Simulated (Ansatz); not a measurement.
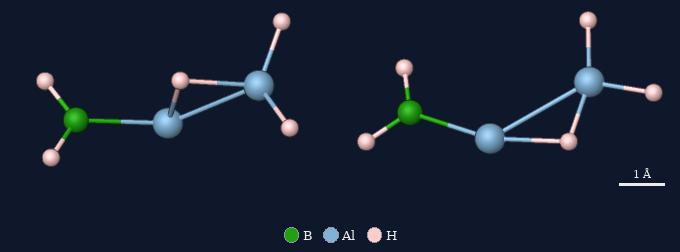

Two geometries of Al2BH5, drawn at one scale. One is the start of a relaxation, the other its converged end. The picture is a ball-and-stick view, seen at a tilt.

Computed with UKS r2SCAN-D4/def2-mTZVP in Ansatz. (collinear spin; force threshold 0.02 eV/Å; at most 50 steps)

> Which of the two is the end point?

The left one is the relaxed one. The run prepares an end point of a later path (hydrogen shift) calculation, from a guessed geometry. The atom that moves furthest after the best rigid fit is an H atom (1.78 Å). By element the largest moves are H 1.78 Å, Al 1.32 Å, B 0.23 Å. Among the contacts that change: Al–H 1.540 → 1.816 Å, Al–Al 2.566 → 2.472 Å, Al–H 1.870 → 1.803 Å, B–H 1.181 → 1.198 Å. Bond angles that change, for instance: B–Al–H 163.8° → 89.2°, H–Al–H 161.0° → 108.6°, Al–Al–H 136.0° → 117.0°. Groups turn about Al–B by about 90°. After 22 accepted moves (24 points after the start) the energy has fallen by 239.9 kJ/mol. The largest force component goes from 2.6 to 0.014 eV/Å. The line search rejected the trial steps at points 16, 20 of the run. The forces were under the threshold at step 21, but the run went on from there.
